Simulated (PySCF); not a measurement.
```yaml
atoms:
  - { symbol: C, position_ang: [-2.3022, -0.3872, 0.6943] }
  - { symbol: C, position_ang: [-1.4222, -0.2823, -0.4974] }
  - { symbol: C, position_ang: [-0.0974, -0.0088, -0.4429] }
  - { symbol: C, position_ang: [0.8174, 0.0893, -1.5176] }
  - { symbol: C, position_ang: [2.1144, 0.3341, -1.0360] }
  - { symbol: C, position_ang: [2.0804, 0.3960, 0.3224] }
  - { symbol: F, position_ang: [3.1086, 0.6463, 1.1386] }
  - { symbol: C, position_ang: [0.6819, 0.2289, 0.8404] }
  - { symbol: F, position_ang: [0.5571, -0.8190, 1.7329] }
  - { symbol: H, position_ang: [-3.3500, -0.3290, 0.4127] }
  - { symbol: H, position_ang: [-2.1345, -1.3407, 1.1991] }
  - { symbol: H, position_ang: [-2.0789, 0.3960, 1.4176] }
  - { symbol: H, position_ang: [-1.8633, -0.4714, -1.4651] }
  - { symbol: H, position_ang: [0.5512, -0.0133, -2.5520] }
  - { symbol: H, position_ang: [2.9942, 0.4489, -1.6414] }
  - { symbol: H, position_ang: [0.3357, 1.1213, 1.3829] }
```

Geometry: GFN2-xTB.

Theory: PySCF 2.14.0, density-fitted response routines, UKS B3LYP, pcH-1 on C F H, non-relativistic, mean-field spin-orbit, GIAO.

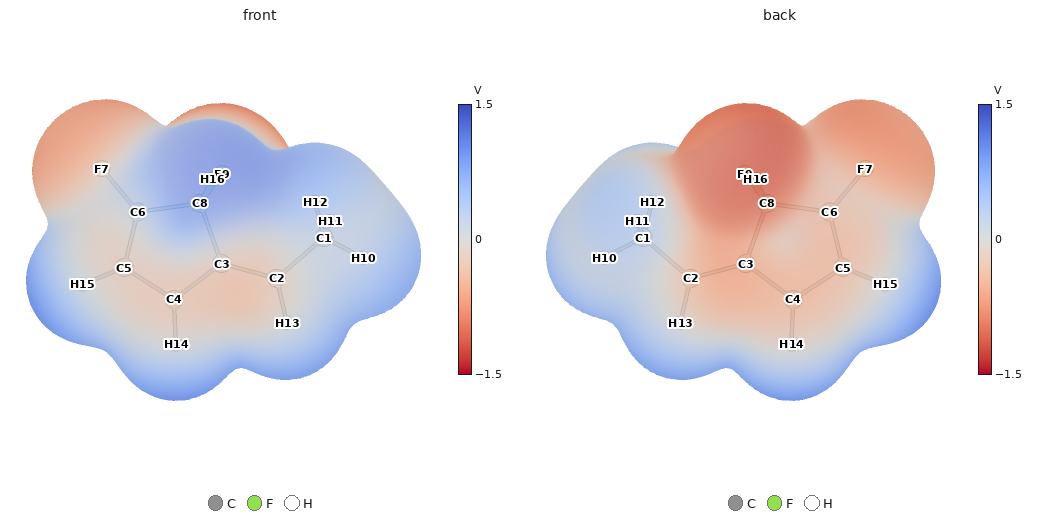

C$_{7}$H$_{7}$F$_{2}$ (doublet). The molecular electrostatic potential painted on the density surface at 0.001 e/bohr³, seen from the front and from behind; the colour scale runs from red (negative) to blue (positive).

Describe the electrostatic potential map.

Answer. The most negative region (about −1.0 V, or −23 kcal/mol for a unit charge) lies over F9, the most positive (about +0.9 V, or +21 kcal/mol for a unit charge) over H14 and H15.
